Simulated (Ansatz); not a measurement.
## Amorphous indium oxide (In$_{24}$O$_{35}$)

It comes from a melt-quench run on a machine-learned potential (CHGNet), relaxed afterwards by DFT. O atoms were pushed apart under 1.9 Å during the dynamics, to hinder bonds among them. It is the lowest in DFT energy of 2 quenches. It is a model cell: composition and starting density were chosen by hand, and all elements were melted together. No dispersion term was used.

Method: PBE, scalar-relativistic without spin-orbit coupling (plane waves to 420 eV, PAW; Ansatz, a program for electronic structure). Geometry, pressure, stress and energy are those of the PBE run. Its sampling: a 2×2×2 Γ-centred mesh; Fermi-Dirac width 0.02 eV; no spin polarisation. The usual formal charges leave 2 electrons over, so the level spacing at the Fermi energy parts defect or band states and needn't be the band gap. The spare electrons fill defect levels or the bottom of the conduction band, and the levels at the Fermi energy are partly filled.

| Quantity | Value |
|---|---|
| Number of atoms in the cell | 59 |
| Density (held, not predicted) | 6.02 g/cm³ |
| Volume per atom | 15.51 Å³ |
| Pressure on a 2×2×2 Γ-centred mesh | -3.47 GPa |
| Largest force and stress component on that mesh (the relaxation ran on the zone centre alone) | 0.09 eV/Å and 4.9 GPa |
| Energy relative to bixbyite In2O3 + tetragonal indium (lowest mix at this level among the phases computed, not always the ambient ones) | 0.153 eV/atom |
| Level spacing at the Fermi energy on a 2×2×2 Γ-centred mesh (PBE) | within the smearing (under twice its width) |

Neighbours within In-In 3.12 Å, In-O 2.88 Å, O-O 1.58 Å count as bonded. Two cations that share two anions don't count as bonded, nor two that share one unless they lie closer than In-In 3.04 Å.

```json
{
  "Mean coordination of In by anions": "5.38 (4 with 4, 8 with 5, 11 with 6, 1 with 7)",
  "Mean coordination of O": "3.69 (11 with 3, 24 with 4)",
  "Mean In-O bond": "2.240 Å (spread 0.139 Å, 129 counted)",
  "Bond angle at In": "mean 105.1°, spread 29.2°"
}
```

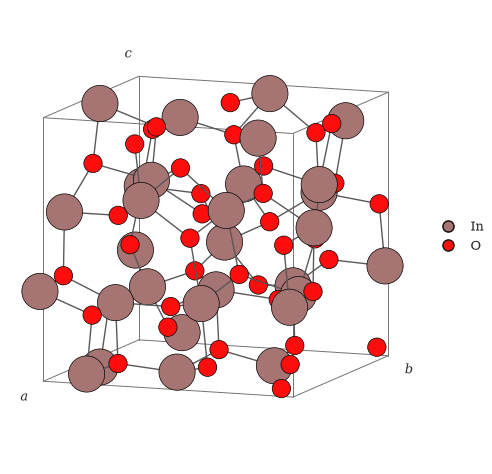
Figure. The relaxed cell

Its density started from a set value of 6.01 g/cm³. The simulated quench (nominally 53 K/ps over its main leg) is rapid and tends to freeze in more defects than a deposited or slowly cooled glass has. Values belong to this one cell and scatter from quench to quench. The volume was held where the preparation left it, at a PBE pressure of -3.5 GPa (tension). Stress components on the final sampling reach 4.9 GPa.
